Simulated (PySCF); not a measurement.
```tsv
atom	x (Å)	y (Å)	z (Å)
C	2.1183	0.9472	0.0324
C	1.4052	-0.2050	-0.6790
C	-0.0241	-0.2841	-0.2313
C	-0.3935	-1.0411	0.8749
C	-1.7206	-1.0460	1.2714
N	-2.6693	-0.3628	0.6541
C	-2.3211	0.3593	-0.3970
C	-1.0241	0.4341	-0.8775
H	3.1552	1.0072	-0.2897
H	2.0966	0.7990	1.1099
H	1.6291	1.8925	-0.1923
H	1.4463	-0.0432	-1.7580
H	1.9169	-1.1422	-0.4507
H	0.3419	-1.6190	1.4148
H	-2.0448	-1.6256	2.1263
H	-3.1252	0.9033	-0.8760
H	-0.7939	1.0385	-1.7423
```

Geometry: GFN2-xTB.

The calculation used wB97X-D/pcSseg-1, SCF density, in a chloroform solvent model, non-relativistic (PySCF).

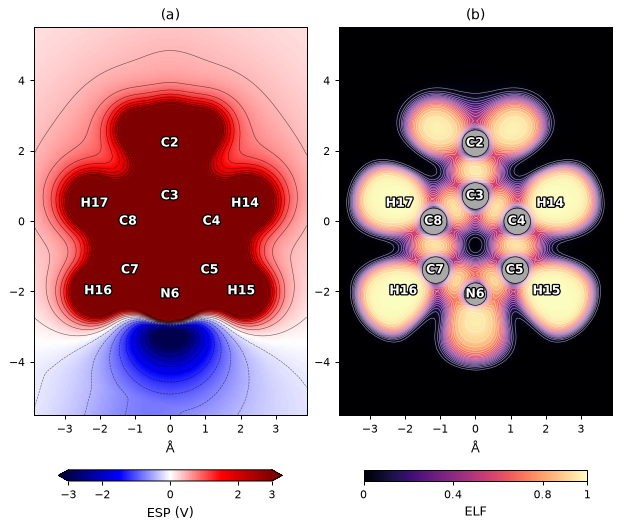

C₇H₉N (SMILES CCc1ccncc1). (a) electrostatic potential; (b) ELF on the plane of atoms C8, C7 and H16. Grey discs cover the atomic cores in the ELF map.

> What do the fields say about this system?

- Atoms in the plane: C, N and H.
- C–N (1.32 Å): the ELF peaks at about 0.90 between the atoms; a covalent bond.
- C–C (1.39 Å): the ELF peaks at about 0.95 between the atoms; a covalent bond.
- C–H (1.08 Å): the ELF climbs to about 1 towards the hydrogen, as it does in any bond to H; a covalent bond by its length.
- C–C (1.50 Å): the ELF peaks at about 0.95 between the atoms, as expected for a covalent bond.
- The ELF also peaks beside N6, away from the bonds: lone-pair regions.
- Outside the dense part of the molecule the potential is most negative (−3.4 V) near N6.
